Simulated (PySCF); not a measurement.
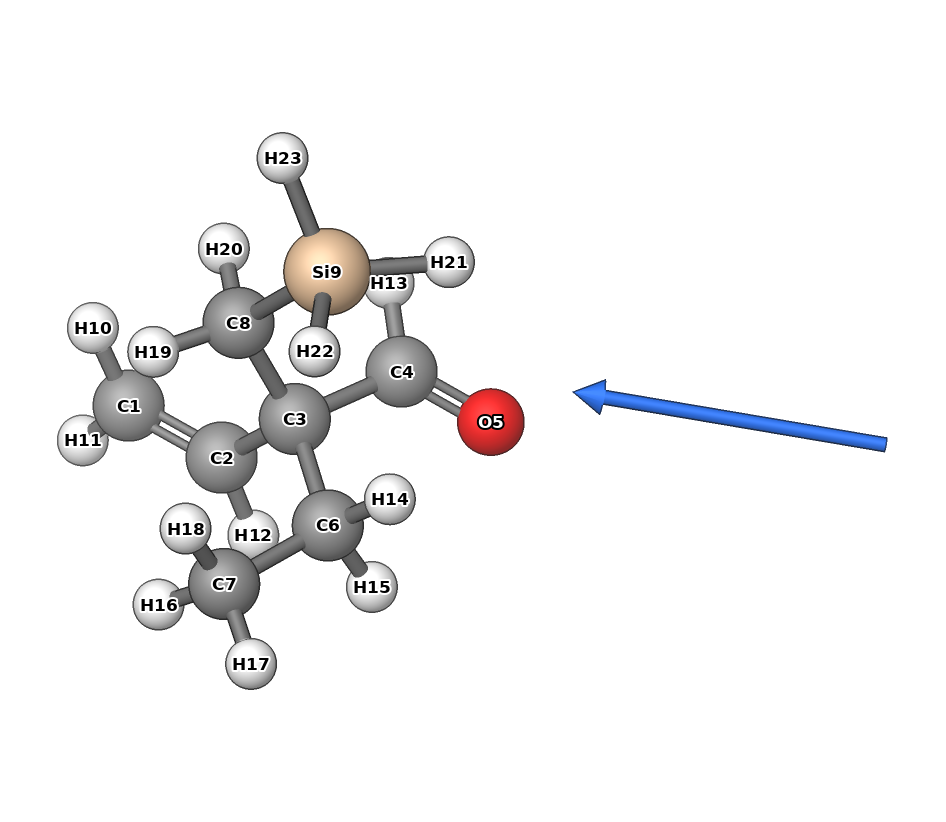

The arrow beside the molecule shows the direction of the dipole moment, from the negative to the positive end (its length means nothing). Computed geometry: GFN2-xTB optimisation. No frequency run is at hand to confirm it as a minimum. Method: PBE0/pcSseg-1, gas phase (PySCF 2.14.0).

Question: How large is the dipole moment?

Answer: 2.72 D; it points from the side of O5 to the side of H10 (the outermost atoms at the two ends).

The geometry is semi-empirical. Around Si such bond lengths and angles can be off by a tenth of an ångström or more and by several degrees, and values that hang on the shape move with them.
